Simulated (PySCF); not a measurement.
## A study: C3H6ClSi, doublet, SMILES `ClC[SiH]1[CH]C1`

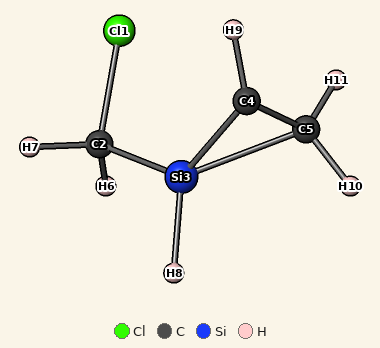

The molecule, with its atoms numbered as below. No frequency check shows the geometry to be a minimum.

Coordinates in Å:

```
Cl1     -1.8398    0.5820    0.0122
C2      -1.0206   -1.0048   -0.1050
Si3      0.8769   -0.7917    0.0829
C4       1.7671    0.6371    0.7946
C5       1.7524    0.8207   -0.6633
H6      -1.3152   -1.4324   -1.0625
H7      -1.4370   -1.6260    0.6857
H8       1.5322   -2.0517   -0.2303
H9       1.3137    1.4030    1.4123
H10      2.6089    0.4767   -1.2270
H11      1.3041    1.7027   -1.1056
```

### 1. Bonding charge

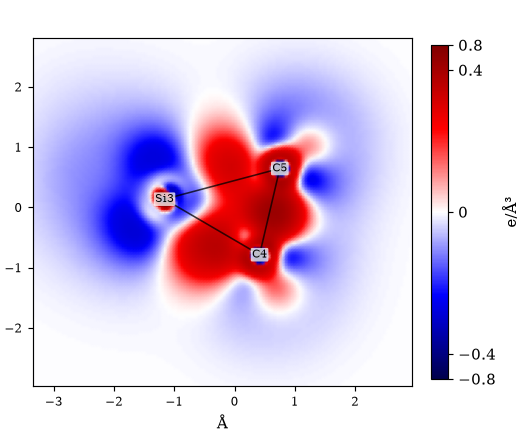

Deformation density (molecule less spherical, spin-averaged free atoms) in the plane of Si3, C4 and C5; colour scale in e/Å³, logarithmic beyond ±0.1; red: gain, blue: loss.

Computed with PySCF, BLYP/cc-pVTZ, geometry: GFN2-xTB. The stability of the open-shell solution wasn't checked. GFN2-xTB doesn't know the spin state, so this open-shell geometry is rough.

> How much density has each bond in this plane gained at its critical point, relative to the free atoms?

C4–C5: +0.48 e/Å³ at the bond critical point (bond length 1.47 Å, Mayer order 1.1). Si3–C4: +0.13 e/Å³ at the bond critical point (bond length 1.83 Å, Mayer order 1.2). In all, 2.4 electrons gather in the regions of gain relative to the promolecule. A small or negative value marks a very polar bond, one between electron-rich atoms, whose free-atom densities already overlap strongly, a long bond to a heavier atom, or a closed-shell contact such as a hydrogen bond.

> Where do the Hirshfeld charges lie?

The highest Hirshfeld charge is on Si3 (+0.32 e), the lowest on C4 (−0.15 e).

### 2. Local ionisation energy

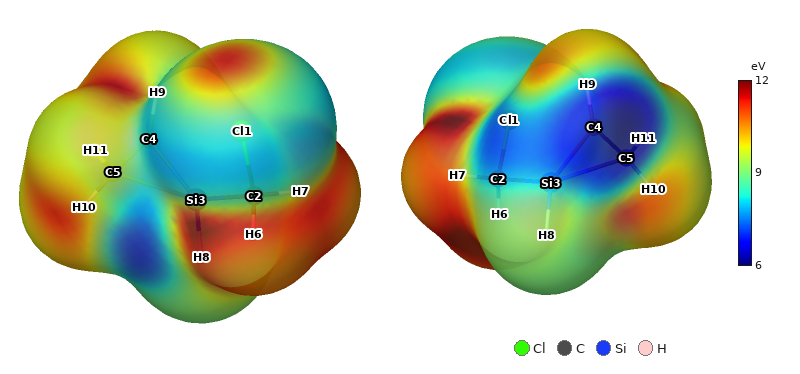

Average local ionisation energy on the surface of electron density 0.001 a.u. (back view left, front view right).

> Where are the most loosely bound electrons on this surface?

The lowest value is 6.1 eV, 2.1 Å from C4. Further minima include 6.9 eV, off the Si3–C5 bond (2.4 Å from its atoms); 7.1 eV, 2.2 Å from Si3; 8.0 eV, 2.1 Å from Cl1. For comparison, the highest occupied orbital lies at −4.4 eV.

> What volume does the surface enclose, and what is the dipole moment?

About 139 Å³; the dipole moment is 1.6 D.

### 3. Spin density

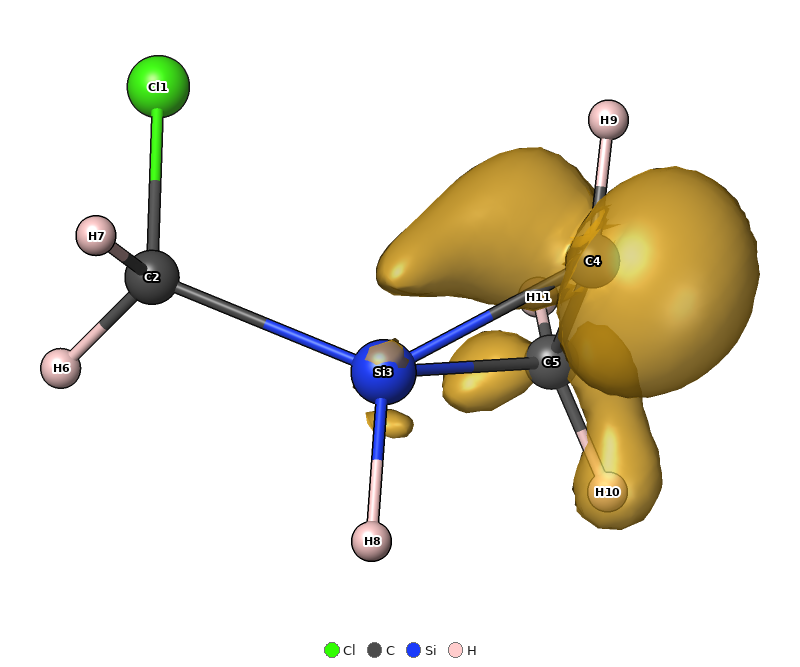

Spin density ρα − ρβ at ±0.05 e/Å³ (yellow: excess α, teal: excess β).

> Where is the unpaired spin?

Hirshfeld spin populations: C4 +0.56, Si3 +0.18, C5 +0.11 and H10 +0.04. ⟨S²⟩ = 0.75, as for a pure state.

### 4. In an electric field

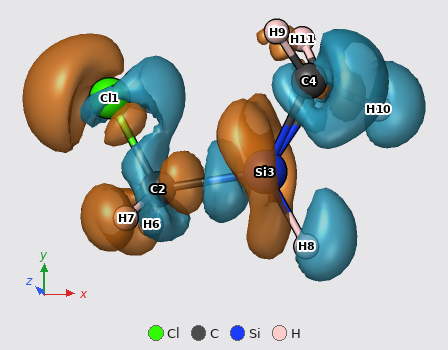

Change of the electron density in a uniform field of 0.10 V/Å, surfaces at ±0.001 e/Å³ (light blue: gain, orange: loss).

Method: B3LYP/def2-TZVP; geometry: GFN2-xTB; program: PySCF. A basis without diffuse functions makes polarisabilities too small. The stability of the open-shell solution wasn't checked. GFN2-xTB doesn't know the spin state, so this open-shell geometry is rough.

> Along which Cartesian direction does the field point?

Along −x: electrons gather on the +x side, against the field.

> How large is the response?

The induced dipole is 0.41 D (along the field); α along this axis, from the fields in both directions, is 81 bohr³ (12.0 Å³).

> Which atoms gain and lose the most charge?

Electrons gather most on C4 (Hirshfeld charge changes by −0.006 e) and leave Cl1 most (+0.008 e); 0.034 electrons are displaced in all.

The PySCF runs shown took 51 s and 79 s on 1 thread of Intel(R) Xeon(R) Platinum 8375C CPU @ 2.90GHz (Ice Lake) (shared host).
